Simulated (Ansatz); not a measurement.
# NaVS3 (model cell, started as cubic perovskite with V in the octahedra): from the cell to its phonons

Wanted: phonon frequencies of NaVS3 (model cell, started as cubic perovskite with V in the octahedra) and what follows from them.

Main program and level: Ansatz 0.2.0; DFT PBEsol, scalar-relativistic, plane waves, PAW; PAW set soft_1.

The structure was built from a prototype and need not be the compound's stable phase.

**1. The structure**

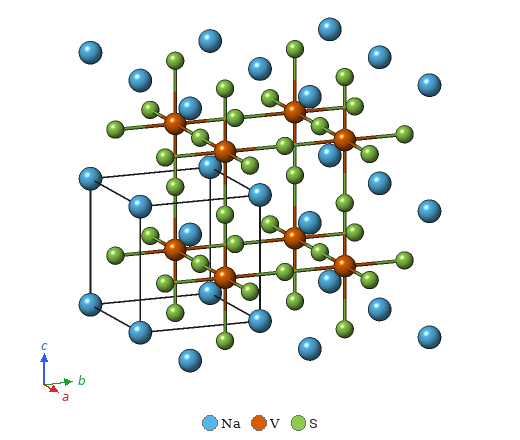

Start, viewed slightly off an axis; sodium blue, vanadium orange, sulfur green. 2×2×2 cells are drawn. Some periodic images of atoms are drawn too.

**2. Bringing the structure to rest**

The cell and atoms are relaxed, since residual forces and stress would shift the frequencies.

Contents of input.yaml:

```yaml
crystal:
  lattice:
    - [4.6648, 0.0, 0.0]
    - [0.0, 4.6648, 0.0]
    - [0.0, 0.0, 4.6648]
  atoms:
    - { symbol: Na, position: [0.0, 0.0, 0.0] }
    - { symbol: V, position: [0.5, 0.5, 0.5] }
    - { symbol: S, position: [0.5, 0.5, 0.0] }
    - { symbol: S, position: [0.5, 0.0, 0.5] }
    - { symbol: S, position: [0.0, 0.5, 0.5] }
kpoints:
  mp_grid: { grid: [8, 8, 8] }
hamiltonian:
  xc: pbesol
  pseudopotentials: { kind: paw, azcp: { folder: soft_1 }, xc_functional: pbe }
scf:
  occupations: { method: gaussian, width: 0.1 }
output:
  forces: true
  stress: true
  eigenvalues: true
  write_density: true
  write_potential: true
  elf: true
  volumetric_format: npy
relax:
  adjacent_minimum: "off"
  f_tol: 0.005
  max_steps: 80
  cell: { stress_tol: 0.05 }
```

Started as:

```sh
> ansatz run input.yaml --threads 8 --pin off --max-ram 16384MiB --backend cpu --events-out ev --progress --plain --runs-dir out
```

Numbers of over 12 decimals in the logs are rounded to 6 here.

What it wrote:

```text
Engine: ansatz 0.2.0, aarch64-unknown-linux-gnu
Pseudopotentials: kind: paw
Pseudopotential: Na, paw, valence charge 9, recommended cutoff 420 eV (normal), soft_1/Na.paw.azcp
Pseudopotential: V, paw, valence charge 13, recommended cutoff 420 eV (normal), soft_1/V.paw.azcp
Pseudopotential: S, paw, valence charge 6, recommended cutoff 420 eV (normal), soft_1/S.paw.azcp
Functional definition: PBEsol
  exchange = pbesol_x
  correlation = pbesol_c
Crystal: 5 atoms, lattice volume = 101.508 Å³
Basis set: ecut = 420 eV, 1935 PW (Γ), exchange–correlation on 64×64×64 points (8 copies of the dense FFT grid, shifted against one another)
Bands: 25, of which v1, the nominal top of the filled ones, is band 20 counted from 1 (19 counted from 0)
Symmetry: 48 space group operations
Space group: Pm-3m (ITA 221), of the structure as read, at distance tolerance 4.7e-5 Å
k-points: 35 of 512
Non-local potential: Na, projectors of the file, l = 0: 3, l = 1: 2, l = 2: 1
Non-local potential: V, projectors of the file, l = 0: 3, l = 1: 2, l = 2: 3, l = 3: 1
Non-local potential: S, projectors of the file, l = 0: 2, l = 1: 2, l = 2: 1
PAW form: soft (Blöchl's): semilocal exchange-correlation on the pseudo side does not see the compensation charge
PAW frozen core: Na, regenerated for the run's functional, and the local potential with it (the file was generated under x = pbe(κ = 0.804, μ = 0.219515), c = pbe(β = 0.066725))
PAW frozen core: V, regenerated for the run's functional, and the local potential with it (the file was generated under x = pbe(κ = 0.804, μ = 0.219515), c = pbe(β = 0.066725))
PAW frozen core: S, regenerated for the run's functional, and the local potential with it (the file was generated under x = pbe(κ = 0.804, μ = 0.219515), c = pbe(β = 0.066725))
PAW one-centre angular grid: Na, 110 points (default); XC on 64 Gauss nodes
PAW one-centre angular grid: V, 590 points (default); XC on 64 Gauss nodes
PAW one-centre angular grid: S, 110 points (default); XC on 64 Gauss nodes
Initial density: superposition of atomic densities (chi_scale 0.1, normalization cell, long waves kept (reshape's long-wave potential 0.00 eV rms))
Initial wavefunctions: pseudopotential atomic-orbital guess
Functional: x = pbesol(κ = 0.804, μ = 0.123457), c = pbesol(β = 0.046)
SCF iter   1: F=—  HF=-7020.340262 eV  |F-HF|=—  |Δ(HF+E_count)|=         —  Δρ=9.14e-2  dr2=1.39e1  ethr=3.10e-3  ⟨swp⟩=7.2  Hψ=9680  notcnv=0  defer=8
automatic band count: the SCF goes on with 30 bands, as 25 were too few: the levels above may hold too much charge
preconditioner: auto → Kerker (q_TF=auto, 2.336 Å⁻¹)  [metal: Δε(μ)=0.028 eV  Ē_g=9.055 eV  σ=0.100 eV  W_gap=0.15  n_scr=26 (ndim 8)  ℏωp=18.1 eV  f_vac=0.000  D(μ)=4.19/eV (n_scr^D=32)]
SCF iter   2: F=—  HF=-7019.461364 eV  |F-HF|=—  |Δ(HF+E_count)|=   8.79e-1  Δρ=4.82e-2  dr2=4.32e0  ethr=3.10e-3  ⟨swp⟩=2.0  Hψ=1916  notcnv=0  defer=111
SCF iter   3: F=—  HF=-7019.072180 eV  |F-HF|=—  |Δ(HF+E_count)|=   3.89e-1  Δρ=1.11e-2  dr2=2.33e-1  ethr=3.10e-3  ⟨swp⟩=2.1  Hψ=1245  notcnv=0  defer=111
SCF iter   4: F=—  HF=-7019.064525 eV  |F-HF|=—  |Δ(HF+E_count)|=   7.66e-3  Δρ=3.07e-3  dr2=6.99e-3  ethr=5.82e-4  ⟨swp⟩=1.5  Hψ=1356  notcnv=0  defer=130
SCF iter   5: F=—  HF=-7019.066426 eV  |F-HF|=—  |Δ(HF+E_count)|=   1.90e-3  Δρ=7.69e-4  dr2=1.10e-3  ethr=1.75e-5  ⟨swp⟩=2.0  Hψ=1244  notcnv=0  defer=130
SCF iter   6: F=—  HF=-7019.066616 eV  |F-HF|=—  |Δ(HF+E_count)|=   1.90e-4  Δρ=4.33e-4  dr2=2.85e-4  ethr=2.75e-6  ⟨swp⟩=1.3  Hψ=982  notcnv=0  defer=130
SCF iter   7: F=—  HF=-7019.066631 eV  |F-HF|=—  |Δ(HF+E_count)|=   1.43e-5  Δρ=1.47e-4  dr2=3.61e-5  ethr=7.11e-7  ⟨swp⟩=2.4  Hψ=1330  notcnv=0  defer=130
SCF iter   8: F=—  HF=-7019.066701 eV  |F-HF|=—  |Δ(HF+E_count)|=   7.02e-5  Δρ=3.72e-5  dr2=3.93e-6  ethr=9.02e-8  ⟨swp⟩=2.3  Hψ=1450  notcnv=0  defer=130
SCF iter   9: F=—  HF=-7019.066699 eV  |F-HF|=—  |Δ(HF+E_count)|=   1.43e-6  Δρ=2.36e-5  dr2=9.36e-7  ethr=9.82e-9  ⟨swp⟩=2.6  Hψ=1500  notcnv=0  defer=130
SCF iter  10: F=-7019.066699 eV  HF=-7019.066699 eV  |F-HF|=7.67e-8  |Δ(HF+E_count)|=   1.05e-7  Δρ=7.79e-6  dr2=9.46e-8  ethr=2.50e-10  ⟨swp⟩=15.9  Hψ=8665  notcnv=0
SCF 1 converged in 10 iterations: F = -7019.066699 eV  dr2 = 9.46e-8
  greatest PAW one-centre occupation: 1.000 electrons in one spin orbital (limit 2), on the V atom at site 1 (counted from 0), in its partial waves of l = 0
relax step   1: F+E_penalty+E_count = -7019.06669913 eV  Δ(F+E_penalty+E_count) = +0.000e0 eV  max|allowed force component| = 4.938e-29 eV/Å  Δτ_max = 0.0000 Å  P = -4.442 GPa  Ω = 101.508 Å³  (10 SCF iters, dr2 threshold 1.00e-7 eV, accepted)
Crystal: 5 atoms, lattice volume = 96.839 Å³
Basis set: ecut = 420 eV, 1863 PW (Γ), exchange–correlation on 64×64×64 points (8 copies of the dense FFT grid, shifted against one another)
Bands: 30, of which v1, the nominal top of the filled ones, is band 20 counted from 1 (19 counted from 0)
Initial density: handed on by an earlier stage of this run
Initial wavefunctions: those handed on with the density
iter 1 solved again at ethr=3.56e-4 eV; its pass at ethr=3.10e-3 eV (dr2=1.42e-1 eV) is discarded
SCF iter   1: F=—  HF=-7019.164454 eV  |F-HF|=—  |Δ(HF+E_count)|=         —  Δρ=8.95e-3  dr2=1.42e-1  ethr=3.56e-4  ⟨swp⟩=1.5  Hψ=5945  notcnv=0
preconditioner: auto → Kerker (q_TF=auto, 2.354 Å⁻¹)  [metal: Δε(μ)=0.068 eV  Ē_g=9.471 eV  σ=0.100 eV  W_gap=0.37  n_scr=18 (ndim 8)  ℏωp=18.5 eV  f_vac=0.000  D(μ)=3.82/eV (n_scr^D=26)]
SCF iter   2: F=—  HF=-7019.156056 eV  |F-HF|=—  |Δ(HF+E_count)|=   8.40e-3  Δρ=4.62e-3  dr2=4.21e-2  ethr=3.55e-4  ⟨swp⟩=1.0  Hψ=1050  notcnv=0
SCF iter   3: F=—  HF=-7019.152424 eV  |F-HF|=—  |Δ(HF+E_count)|=   3.63e-3  Δρ=5.73e-4  dr2=3.03e-4  ethr=1.05e-4  ⟨swp⟩=1.0  Hψ=1050  notcnv=0
SCF iter   4: F=—  HF=-7019.152537 eV  |F-HF|=—  |Δ(HF+E_count)|=   1.13e-4  Δρ=2.18e-4  dr2=6.47e-5  ethr=7.56e-7  ⟨swp⟩=2.6  Hψ=1647  notcnv=0
SCF iter   5: F=—  HF=-7019.152540 eV  |F-HF|=—  |Δ(HF+E_count)|=   3.01e-6  Δρ=9.40e-5  dr2=1.69e-5  ethr=1.62e-7  ⟨swp⟩=2.3  Hψ=1405  notcnv=0
SCF iter   6: F=—  HF=-7019.152537 eV  |F-HF|=—  |Δ(HF+E_count)|=   2.61e-6  Δρ=3.48e-5  dr2=2.83e-6  ethr=4.22e-8  ⟨swp⟩=2.6  Hψ=1598  notcnv=0
SCF iter   7: F=—  HF=-7019.152536 eV  |F-HF|=—  |Δ(HF+E_count)|=   1.04e-6  Δρ=1.98e-5  dr2=6.26e-7  ethr=1.25e-9  ⟨swp⟩=13.8  Hψ=8214  notcnv=0
SCF iter   8: F=-7019.152536 eV  HF=-7019.152536 eV  |F-HF|=4.92e-8  |Δ(HF+E_count)|=   1.10e-7  Δρ=6.69e-6  dr2=7.86e-8  ethr=1.25e-9  ⟨swp⟩=9.9  Hψ=6222  notcnv=0
SCF 2 converged in 8 iterations: F = -7019.152536 eV  dr2 = 7.86e-8
relax step   2: F+E_penalty+E_count = -7019.15253626 eV  Δ(F+E_penalty+E_count) = -8.584e-2 eV  max|allowed force component| = 3.190e-29 eV/Å  Δτ_max = 0.0000 Å  P = -1.224 GPa  Ω = 96.839 Å³  energy of the carried Pulay correction = +1.255e-3 eV  (8 SCF iters, dr2 threshold 5.00e-7 eV, accepted)
Crystal: 5 atoms, lattice volume = 95.174 Å³
iter 1 solved again at ethr=5.50e-5 eV; its pass at ethr=3.10e-3 eV (dr2=2.20e-2 eV) is discarded
SCF iter   1: F=—  HF=-7019.160570 eV  |F-HF|=—  |Δ(HF+E_count)|=         —  Δρ=3.61e-3  dr2=2.25e-2  ethr=5.50e-5  ⟨swp⟩=1.3  Hψ=5237  notcnv=0
preconditioner: auto → Kerker (q_TF=auto, 2.361 Å⁻¹)  [metal: Δε(μ)=0.031 eV  Ē_g=9.565 eV  σ=0.100 eV  W_gap=0.17  n_scr=18 (ndim 8)  ℏωp=18.6 eV  f_vac=0.000  D(μ)=4.50/eV (n_scr^D=32)]
SCF iter   2: F=—  HF=-7019.159288 eV  |F-HF|=—  |Δ(HF+E_count)|=   1.28e-3  Δρ=1.87e-3  dr2=6.70e-3  ethr=5.50e-5  ⟨swp⟩=1.0  Hψ=1050  notcnv=0
SCF iter   3: F=—  HF=-7019.158717 eV  |F-HF|=—  |Δ(HF+E_count)|=   5.71e-4  Δρ=2.08e-4  dr2=5.11e-5  ethr=1.67e-5  ⟨swp⟩=1.0  Hψ=1050  notcnv=0
SCF iter   4: F=—  HF=-7019.158734 eV  |F-HF|=—  |Δ(HF+E_count)|=   1.72e-5  Δρ=1.02e-4  dr2=1.23e-5  ethr=1.28e-7  ⟨swp⟩=2.3  Hψ=1543  notcnv=0
SCF iter   5: F=—  HF=-7019.158735 eV  |F-HF|=—  |Δ(HF+E_count)|=   2.33e-7  Δρ=3.89e-5  dr2=2.78e-6  ethr=3.08e-8  ⟨swp⟩=2.0  Hψ=1302  notcnv=0
SCF iter   6: F=—  HF=-7019.158734 eV  |F-HF|=—  |Δ(HF+E_count)|=   5.05e-7  Δρ=1.62e-5  dr2=5.19e-7  ethr=6.94e-9  ⟨swp⟩=2.2  Hψ=1466  notcnv=0
SCF iter   7: F=-7019.158734 eV  HF=-7019.158734 eV  |F-HF|=4.97e-8  |Δ(HF+E_count)|=   1.98e-7  Δρ=7.49e-6  dr2=9.36e-8  ethr=1.25e-9  ⟨swp⟩=12.0  Hψ=7585  notcnv=0
SCF 3 converged in 7 iterations: F = -7019.158734 eV  dr2 = 9.36e-8
relax step   3: F+E_penalty+E_count = -7019.15873382 eV  Δ(F+E_penalty+E_count) = -6.198e-3 eV  max|allowed force component| = 2.106e-29 eV/Å  Δτ_max = 0.0000 Å  P = +0.141 GPa  Ω = 95.174 Å³  energy of the carried Pulay correction = +1.716e-3 eV  (7 SCF iters, dr2 threshold 5.00e-7 eV, accepted)
[...]
relax step   4: F+E_penalty+E_count = -7019.15876035 eV  Δ(F+E_penalty+E_count) = -2.653e-5 eV  max|allowed force component| = 2.555e-29 eV/Å  Δτ_max = 0.0000 Å  P = +0.001 GPa  Ω = 95.338 Å³  energy of the carried Pulay correction = +1.671e-3 eV  (6 SCF iters, dr2 threshold 4.97e-8 eV, accepted)
Initial wavefunctions: pseudopotential atomic-orbital guess (no wavefunctions were taken with the density)
iter 1 solved again at ethr=1.48e-6 eV; its pass at ethr=3.10e-3 eV (dr2=5.92e-4 eV) is discarded
SCF iter   1: F=—  HF=-7019.157141 eV  |F-HF|=—  |Δ(HF+E_count)|=         —  Δρ=6.81e-5  dr2=4.77e-7  ethr=1.48e-6  ⟨swp⟩=3.0  Hψ=8160  notcnv=0
eigensolver tolerance schedule: the retry pair's looser diagonalisation over-reported the residual by 1240.83 of it (diagonalisation noise at 1.46 of the residual, at the tolerance the schedule requests for it); recorded, not acted on — ethr = c·dr2/N_el stays at c = 1.0e-1
preconditioner: auto → Kerker (q_TF=auto, 2.361 Å⁻¹)  [metal: Δε(μ)=0.004 eV  Ē_g=9.561 eV  σ=0.100 eV  W_gap=0.02  n_scr=18 (ndim 8)  ℏωp=18.6 eV  f_vac=0.000  D(μ)=5.00/eV (n_scr^D=56)]
SCF iter   2: F=—  HF=-7019.157151 eV  |F-HF|=—  |Δ(HF+E_count)|=   9.92e-6  Δρ=3.66e-5  dr2=1.82e-7  ethr=1.19e-9  ⟨swp⟩=2.9  Hψ=1927  notcnv=0
SCF iter   3: F=—  HF=-7019.157151 eV  |F-HF|=—  |Δ(HF+E_count)|=   5.48e-7  Δρ=3.34e-6  dr2=7.76e-9  ethr=4.54e-10  ⟨swp⟩=2.0  Hψ=1667  notcnv=0
SCF iter   4: F=—  HF=-7019.157151 eV  |F-HF|=—  |Δ(HF+E_count)|=   2.16e-9  Δρ=1.91e-6  dr2=5.19e-9  ethr=1.94e-11  ⟨swp⟩=2.8  Hψ=1499  notcnv=0
SCF iter   5: F=—  HF=-7019.157151 eV  |F-HF|=—  |Δ(HF+E_count)|=  2.40e-10  Δρ=5.28e-7  dr2=4.68e-10  ethr=1.30e-11  ⟨swp⟩=1.0  Hψ=1050  notcnv=0
SCF iter   6: F=—  HF=-7019.157151 eV  |F-HF|=—  |Δ(HF+E_count)|=  1.16e-10  Δρ=2.34e-7  dr2=1.42e-10  ethr=1.17e-12  ⟨swp⟩=2.1  Hψ=1343  notcnv=0
SCF iter   7: F=-7019.157151 eV  HF=-7019.157151 eV  |F-HF|=3.37e-11  |Δ(HF+E_count)|=  3.46e-11  Δρ=1.50e-7  dr2=3.85e-11  ethr=1.00e-12  ⟨swp⟩=7.7  Hψ=4748  notcnv=0
SCF 5 converged in 7 iterations: F = -7019.157151 eV  dr2 = 3.85e-11
relax step   5: F+E_penalty+E_count = -7019.15715131 eV  Δ(F+E_penalty+E_count) = +1.609e-3 eV  max|allowed force component| = 4.461e-29 eV/Å  Δτ_max = 0.0000 Å  P = -0.001 GPa  Ω = 95.338 Å³  stress off target by 6.93e-4 GPa  SCF on the basis re-selected at this cell (its energy is not comparable with the rows above)  (7 SCF iters)
basis re-selected at this cell: Δ(F+E_penalty+E_count) = +1.609e-3 eV, ΔP = -0.002 GPa vs the last step (what re-selecting the basis moved, of the pressure what is left beyond the Pulay correction that the steps carried, after the strain that the cell walked since its last selection, with what the two solves' SCF thresholds leave and, on support functions, any second-order correction that the steps lacked; it is no m [...]
SCF converged after 7 iterations
Free energy (F): -7019.157151 eV
Harris-Foulkes:  -7019.157151 eV  (|F-HF|=3.37e-11)
Internal energy: -7019.132143 eV  (E = F + TS)
E sigma→0 (E₀):  -7019.144647 eV
Entropy (-TS):   -0.025009 eV (-5.002 meV/atom)
Fermi energy:    6.791590 eV
--- Per-component energies (eV) ---
  E_band       = -464.594335
  E_kinetic    = 726.197724
  E_local      = -3469.264326  (includes V_loc(G=0)·N_el)
  E_nonlocal   = 463.853846
  E_hartree    = 1296.049706
  E_xc         = -414.783731
  E_vxc        = -440.068206  (∫ρ·V_xc dr)
  E_paw        = -3158.443305  (= ΣΔE_a)
  E_vpaw       = -337.413922  (= ΣTr[D̂ρ^β])
  E_aug_tail   = 0.000968  (compensation charges beyond the density's cutoff)
  E_ewald      = -2463.133246
  E_core_change = 0.390221  (= ΣΔE_core)
  E_smearing   = -0.025009  (= −TS)
  E_closure    = -0.000000  (closes the sum)
  Σ components = -7019.157151   (vs F -7019.157151, Δ=0.00e0)
--- Forces (eV/Å), atoms counted from 1 ---
  atom   1  Na    -0.00000000    -0.00000000    -0.00000000
  atom   2  V      0.00000000    -0.00000000     0.00000000
  atom   3  S      0.00000000     0.00000000     0.00000000
  atom   4  S     -0.00000000    -0.00000000     0.00000000
  atom   5  S      0.00000000     0.00000000    -0.00000000
  max |Σ_I F_I| component: 6.09e-29 eV/Å
--- Stress (GPa, compression-positive) ---
       -0.000693      -0.000000       0.000000
       -0.000000      -0.000693      -0.000000
        0.000000      -0.000000      -0.000693
  P = ⅓ Tr σ = -0.0007 GPa (-0.007 kbar)
--- Band table (eV; the first three rows and the last of 35) ---
  k-point 0: bands = [... 16 lower, 5.5763, 5.8135, 5.8135, 5.8135, 6.4677, 6.4677, 6.4677, 7.3011, ... 6 higher]
  k-point 1: bands = [... 16 lower, 5.4639, 5.7837, 5.8194, 6.0727, 6.0727, 6.7762, 6.7762, 7.3091, ... 6 higher]
  k-point 2: bands = [... 16 lower, 4.8642, 5.2163, 5.8338, 6.1455, 6.1455, 7.3238, 7.3564, 7.3564, ... 6 higher]
  k-point 34: bands = [... 16 lower, 2.4736, 7.2292, 7.2292, 7.2292, 7.8762, 7.8762, 7.8762, 9.4197, ... 6 higher]
--- Relaxed structure (4 steps of the walk, 4 accepted, 1 SCFs on fresh bases) ---
  F+E_penalty+E_count = -7019.15715131 eV   max|allowed force component| = 4.461e-29 eV/Å   (the final SCF, on the basis selected at the relaxed cell)
  cell:  # Å, volume = 95.3377 Å³
    - [4.568303, 0, 0]
    - [0, 4.568303, 0]
    - [0, 0, 4.568303]
  atoms:
    - { symbol: Na, position: [0, 0, 0] }
    - { symbol: V, position: [0.5, 0.5, 0.5] }
    - { symbol: S, position: [0.5, 0.5, 0] }
    - { symbol: S, position: [0.5, 0, 0.5] }
    - { symbol: S, position: [0, 0.5, 0.5] }
```

It took 4.3 s on 8 threads of Arm Neoverse V2, shared host; peak memory 0.53 GiB; 29 s of CPU time.

Step by step:

| step | energy less that of the first step (eV) | largest force component (eV/Å) | pressure (GPa) | volume (Å³) |
| --- | --- | --- | --- | --- |
| 1 | 0.0000 | 0.0000 | -4.44 | 101.51 |
| 2 | -0.0858 | 0.0000 | -1.22 | 96.84 |
| 3 | -0.0920 | 0.0000 | 0.14 | 95.17 |
| 4 | -0.0921 | 0.0000 | 0.00 | 95.34 |
| 5* | -0.0905 | 0.0000 | 0.00 | 95.34 |

Relaxation steps marked * repeat the geometry before them on a plane-wave basis chosen anew for their cell, so energy and pressure can jump there.

The run keeps the 48 symmetry operations that it works with, so distortions that break them were not tested.

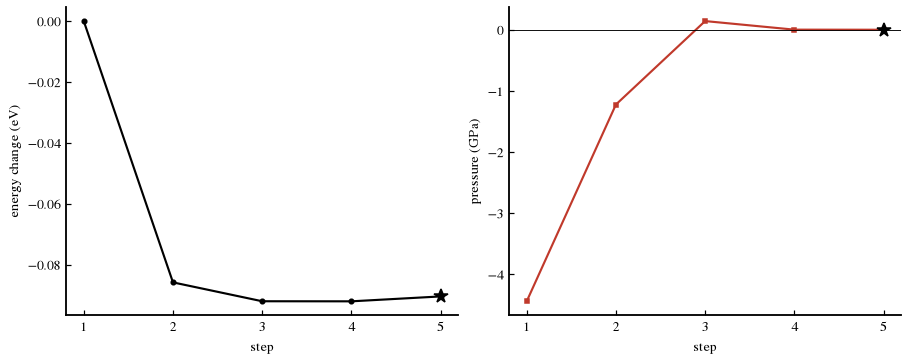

Energy and pressure along the relaxation. Stars mark steps on a basis chosen anew.

| conventional cell, symmetrised | before | after | change |
| --- | --- | --- | --- |
| a (Å) | 4.665 | 4.568 | -2.1 % |
| b (Å) | 4.665 | 4.568 | -2.1 % |
| c (Å) | 4.665 | 4.568 | -2.1 % |
| volume (Å³/atom) | 20.30 | 19.07 | -6.1 % |

Final coordinates:

```xyz
5
Lattice="4.5683 0.0000 0.0000 0.0000 4.5683 0.0000 0.0000 0.0000 4.5683" Properties=species:S:1:pos:R:3 pbc="T T T"
Na    0.0000    0.0000    0.0000
V     2.2842    2.2842    2.2842
S     2.2842    2.2842    0.0000
S     2.2842    0.0000    2.2842
S     0.0000    2.2842    2.2842
```

Numbers from this step:

- pressure: -6.93e-4 GPa
- volume per atom: 19.07 Å³
- gap on the k-mesh: 0 eV

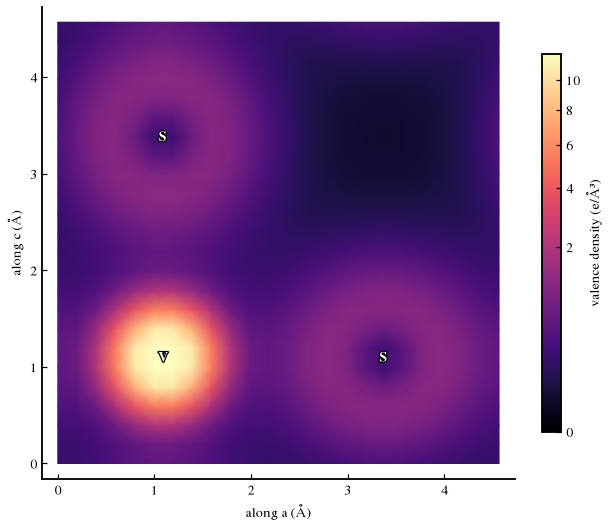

Valence density in the ac plane at fractional y = 0.500, with atoms of V and S within 0.2 Å of it. It is the smooth field of the valence electrons, not physical close to the nuclei. The map starts off the cell's origin, so that atoms lie inside it. The colour scale is stretched toward low values.

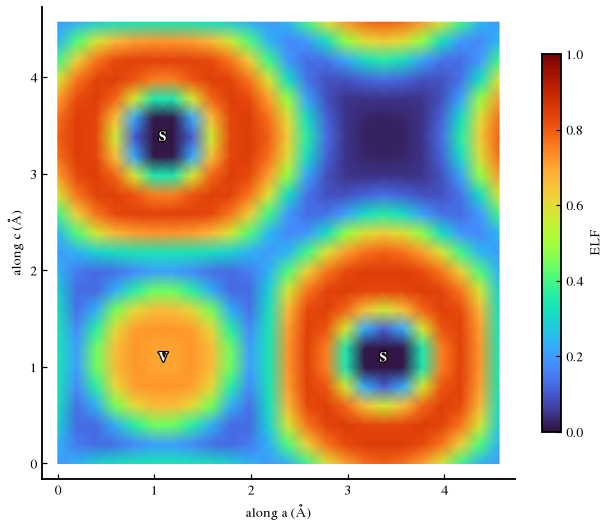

ELF in the ac plane at fractional y = 0.500, with atoms of V and S within 0.2 Å of it. It is the smooth field of the valence electrons, not physical close to the nuclei. The map starts off the cell's origin, so that atoms lie inside it.

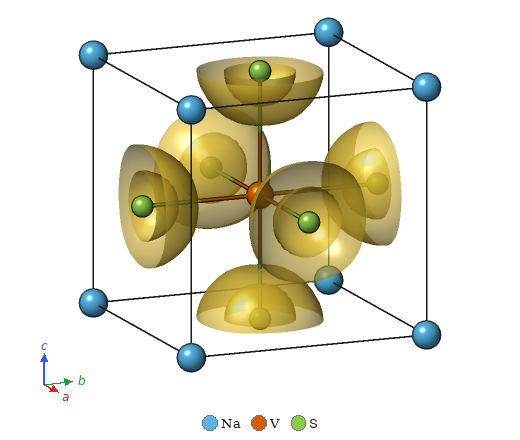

Surface of ELF = 0.78.

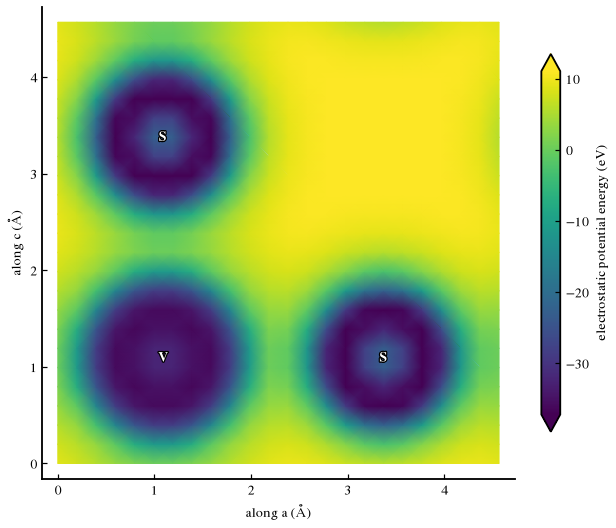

Electrostatic potential energy in the ac plane at fractional y = 0.500, with atoms of V and S within 0.2 Å of it. With pseudopotentials it is smooth inside the atoms' cores, unlike the true potential. The map starts off the cell's origin, so that atoms lie inside it.

In this step the volume went from 20.30 to 19.07 Å³/atom.

[end of part 1 of 2]

[Logs are printed without paths, hosts, clocks, repeated set-up lines and the standing remarks that a program may print on its own settings, such as how far it seeks lower states.]

[Hosts, paths, dates, database ids (printed as entryN), source tags and the programs' standing remarks are cut or masked in the printed files.]
